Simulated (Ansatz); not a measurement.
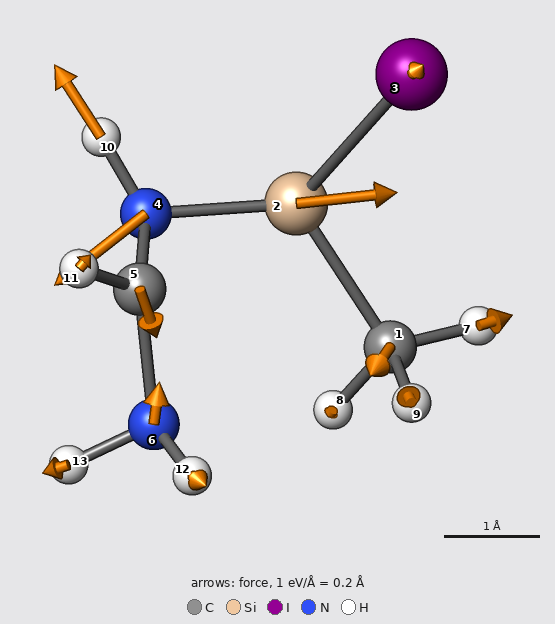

Starting geometry of C2H7IN2Si with the computed forces as orange arrows. A ball-and-stick model, seen at a tilt.

The run prepares an end point of a later path (torsion) calculation, from a guessed geometry.

Computed with RKS PBE-D4/def2-SVP in Ansatz. Settings: no spin polarisation; force threshold 0.015 eV/Å; at most 40 steps.

**What follows when this structure is relaxed?**

It isn't relaxed: the largest force vector, on N4, is 6.29 eV/Å. The final displacements have little in common with the starting forces (cosine between the two patterns −0.02). H13 moves most after the best rigid fit: 2.63 Å. Largest moves by element: H 2.63 Å, I 1.44 Å, N 1.01 Å, C 0.55 Å, Si 0.47 Å. Among the contacts that change: I3–H13 5.515 → 2.474 Å, Si2–C5 2.375 → 3.059 Å, Si2–N4 1.611 → 1.981 Å, Si2–I3 2.447 → 2.677 Å. Among the angles between lasting bonds that change: Si2–N4–C5 103.1° → 135.4°, C1–Si2–N4 120.6° → 94.0°, I3–Si2–N4 114.2° → 97.4°. After 31 accepted moves (32 points after the start) the energy has fallen by 3.285 eV. Largest force component: 4.8 eV/Å at the start, 0.012 eV/Å at the end. The line search rejected the trial step at point 27 of the run. The run took 100 s on 2 threads of Arm Neoverse V2 (shared host), peak memory 0.2 GiB.
